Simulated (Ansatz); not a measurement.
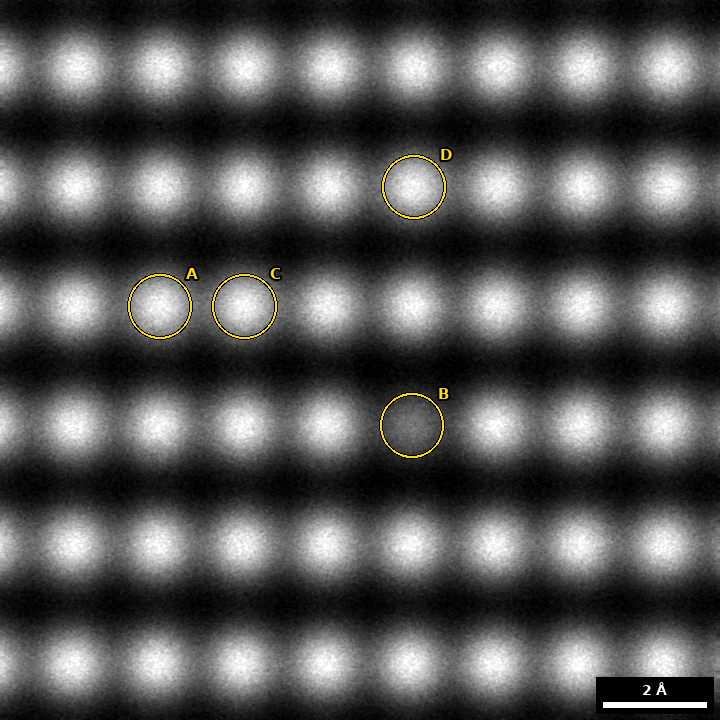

Dark-field STEM-like image of Ta (Im-3m, No. 229) along [110]. Simulated incoherent Z contrast: every atom adds Z^1.8 spread by a probe of 1.12 Å full width; channelling and multiple scattering are left out. The probe carries 15 % of its weight in a tail 2.5 times as wide. Shot noise and a slight drift were added.

The sample is 2 repeats (9.3 Å) thick. One point defect was put into the perfect crystal, without relaxing the atoms around it. Brightness is counted from the darkest point of the image. Host structure: the input geometry of an electronic-structure calculation (not necessarily at equilibrium).

### Which ringed column holds the defect, and does it scatter more or less than its equals?

B; it scatters less. The column holds 2 atoms (Ta) through the sample, and one Ta atom is missing, so its peak drops to about 45 % of that of its equals.
